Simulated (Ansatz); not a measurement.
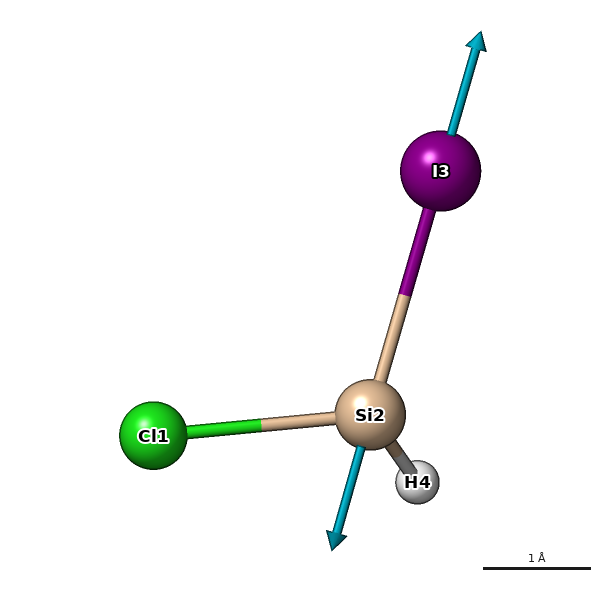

Arrows show the forces on the atoms, 2 Å of arrow for 1 eV/Å; forces under a tenth of the largest aren't drawn. Charge 0, doublet. Level of theory: PBE0-D4/def2-TZVP (Ansatz 0.2.0).

Which bond do the forces act along most?

Si2–I3, now 2.390 Å: the forces push its atoms apart, so a first step downhill lengthens it.

List the force components in the frame of the picture (x right, y up, z towards the viewer), in eV/Å.

| atom | Fx | Fy | Fz |
| --- | --- | --- | --- |
| Cl1 | 0.00 | 0.00 | 0.00 |
| Si2 | −0.14 | −0.50 | 0.00 |
| I3 | 0.14 | 0.50 | 0.00 |
| H4 | 0.00 | 0.00 | 0.00 |
